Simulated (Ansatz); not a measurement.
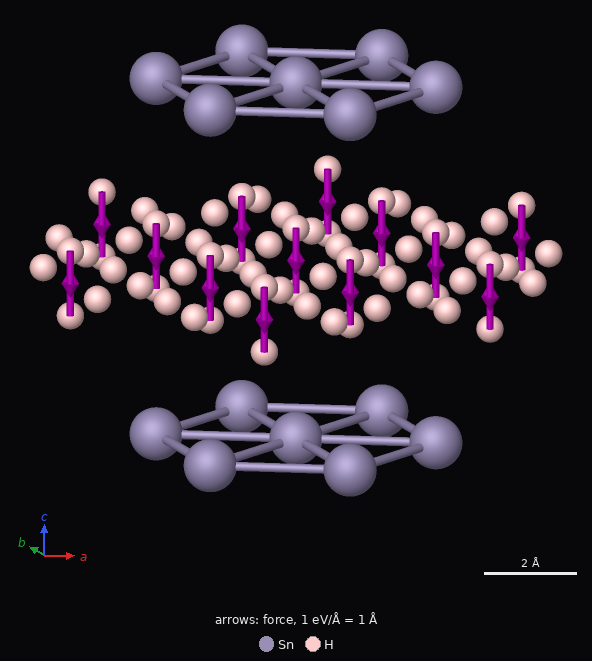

Starting geometry of crystalline SnH5 (a generated structure, set up in P6/mmm) (coarse preliminary run) with the computed forces as purple arrows. The picture is a ball-and-stick view of the atoms within 5.8 Å of the atom that moves most (axes of the cell of the calculation), seen slightly off an axis.

Computed with DFT PBE, scalar-relativistic, plane waves, PAW (Ansatz).

Input
```yaml
crystal:
  lattice:
    - [3.08122537, 0.0, 0.0]
    - [-1.54061268, 2.66841944, 0.0]
    - [0.0, 0.0, 8.00756151]
  atoms:
    - { symbol: Sn, position: [0.0, 0.0, 0.5] }
    - { symbol: H, position: [0.5, 0.0, 0.0] }
    - { symbol: H, position: [0.0, 0.5, 0.0] }
    - { symbol: H, position: [0.5, 0.5, 0.0] }
    - { symbol: H, position: [0.0, 0.0, 0.09066832] }
    - { symbol: H, position: [0.0, 0.0, 0.90933168] }
basis:
  ecutwfc: 420
kpoints:
  mp_grid: { grid: [6, 6, 2] }
hamiltonian:
  xc: pbe
scf:
  occupations: { method: gaussian, width: 0.1 }
  lower_state_search: "off"
output:
  forces: true
  stress: true
  eigenvalues: true
relax:
  adjacent_minimum: "off"
  f_tol: 0.04
  max_steps: 70
  cell: { stress_tol: 0.4 }
```

Launched with:
```bash
ansatz run input.yaml --threads 1 --pin off --max-ram 2560MiB --backend cpu --events-out ev --progress --plain --runs-dir out
```

Q: What follows when this structure is relaxed?

A: It isn't relaxed: the largest force vector, on H atoms, is 1.06 eV/Å. Measured relative to the changing cell, the final displacements run against the starting forces (cosine between the two patterns −1.00). Over 27 accepted moves (30 points after the start) the energy falls by 439 meV per atom. Largest force component: 1.1 eV/Å at the start, 0.00046 eV/Å at the end. Pressure: −4.93 GPa at the start and 0.03 GPa at the end. The line search rejected the trial steps at points 3, 13 of the run. At 1 point the geometry stayed and the basis and grid were re-selected for the new cell (energy shift of 0.1 meV per atom at most each time). The largest moves relative to the cell, 1.77 Å, are those of H5 and H6. H5 goes along +c. Sn stays in place. The drawn cell changes as follows: a = b 3.081 → 2.931 Å (−4.9 %), c 8.008 → 8.683 Å (+8.4 %); the volume changes by −1.9 %. Some distances before and after: Sn1–H5 3.278 → 1.789 Å, Sn1–Sn1 3.081 → 2.931 Å. New bonds form: Sn1–H5 (3.28 → 1.79 Å), Sn1–H6 (3.28 → 1.79 Å). The space group stays P6/mmm (No. 191).

Limits of the set-up: the k-point mesh is coarse for a cell with partly filled bands.
